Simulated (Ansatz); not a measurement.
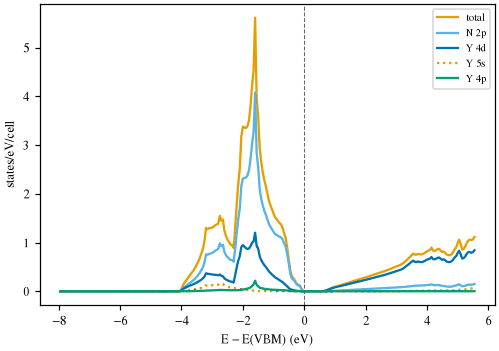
*Total and projected density of states of YN (rock salt, Fm-3m), DFT-r²SCAN in the program Ansatz with PAW potentials*

### Question
Which orbitals carry the states next to the gap?

### Answer
Top 1 eV of the valence band: N 2p 81 %, Y 4d 15 %. Bottom 1 eV of the conduction band: Y 4d 86 %, N 2p 13 %. Projections are on Löwdin-orthogonalised atomic valence shells; empty p or d shells of many metals are not among them.

### Question
Where is the tallest occupied peak in this window, and what makes it?

### Answer
Near -1.6 eV, about 5.6 states/eV per cell; the largest projected share is N 2p.

The r²SCAN relaxation kept the symmetry of its start. The run is not spin-polarised. The volume moved by -25 % from the start of the relaxation. Spin–orbit coupling is left out wherever it is not named.

Potentials: the later of the program's two PAW sets.
